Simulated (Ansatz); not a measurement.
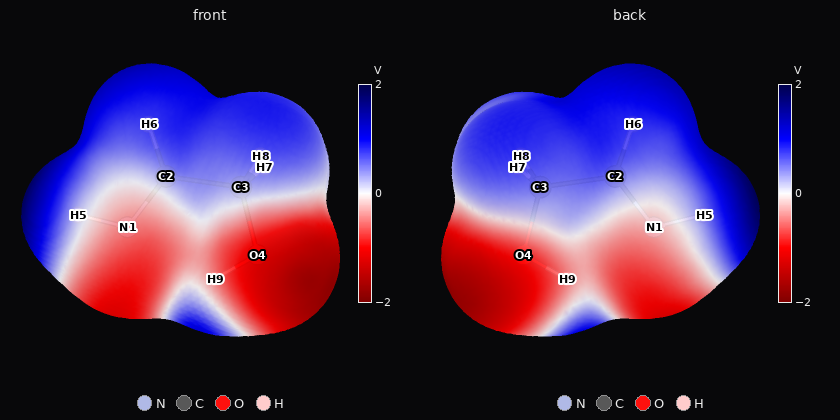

Figure 1: C2H5NO. The electrostatic potential painted on the density surface at 0.002 e/bohr³, seen from the front and from behind; the colour scale runs from red (negative) to blue (positive).

Geometry: PBE0-D4/def2-TZVP.

These are results of Ansatz 0.2.0, RKS PBE0-D4/def2-TZVPP, not measurements.

The calculation's input:

```
crystal:
  periodic: [false, false, false]
  atoms:
    - {symbol: N, position_ang: [-0.887561, 0.489140, -1.032377]}
    - {symbol: C, position_ang: [-0.477128, 0.507918, 0.161303]}
    - {symbol: C, position_ang: [0.636762, -0.407064, 0.551089]}
    - {symbol: O, position_ang: [1.077355, -1.182458, -0.514638]}
    - {symbol: H, position_ang: [-1.645684, 1.144684, -1.200435]}
    - {symbol: H, position_ang: [-0.883030, 1.155746, 0.946656]}
    - {symbol: H, position_ang: [1.456627, 0.204879, 0.959134]}
    - {symbol: H, position_ang: [0.286154, -1.040409, 1.381210]}
    - {symbol: H, position_ang: [0.525105, -0.918936, -1.269142]}
basis:
  gaussian: {orbitals: def2-TZVPP}
hamiltonian: {xc: pbe0, dispersion: d4}
output: {orbitals: {seedname: orbitals}}
```

Run with:

```sh
ansatz run in.yaml --threads 2 --pin off --events-out ev --progress --plain --max-ram 4352MiB
```

Which sites attract a positive test charge, and which a negative one?

Answer. A positive charge is drawn to the negative regions and a negative charge to the positive ones. The most negative region (about −1.7 V, or −39 kcal/mol for a unit charge) lies over O4, the most positive (about +1.8 V, or +42 kcal/mol for a unit charge) over H5. O4 is the likeliest acceptor of a hydrogen bond.
